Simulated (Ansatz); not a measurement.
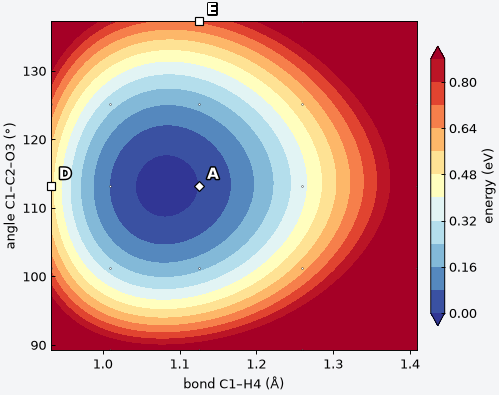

C2H5O, SMILES [CH2]CO, spin multiplicity 2. 
- Two internal coordinates are moved rigidly from the geometry relaxed at PBE0-D4/def2-TZVP, all others fixed.
- Coordinates scanned: (1) bond C1–H4; (2) angle C1–C2–O3.
- Grid: 5 × 5 points.
- Points are written as (first, second).
- Energies: eV, counted from the lowest grid point.
- Method: UHF-CCSD(T), frozen core/def2-TZVPP (Ansatz).

In the figure: filled contours, dots at the grid points, one colour for all values above the top of the scale, lettered points. Between grid points the surface is interpolated.

### Rank the lettered points by energy, lowest first.

A (0.00 eV), D (0.51 eV), E (0.73 eV).
